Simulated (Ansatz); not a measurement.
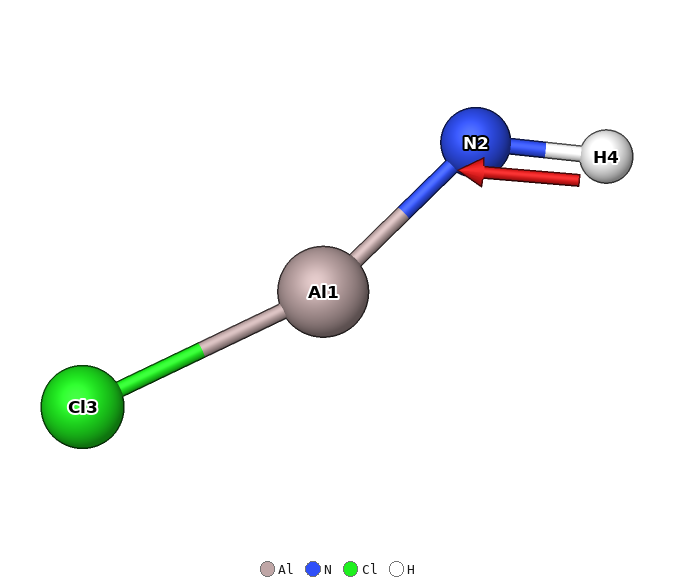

The arrows show one normal mode. Harmonic vibrations computed with RKS PBE0-D4/def2-TZVP (Ansatz 0.2.0) at a stationary point of the same level.

Q: Describe the motion.

A: Mostly N–H stretching.

Q: At what wavenumber does it lie?

A: 3659 cm⁻¹; it is mode 6 of 6 counted from the lowest.
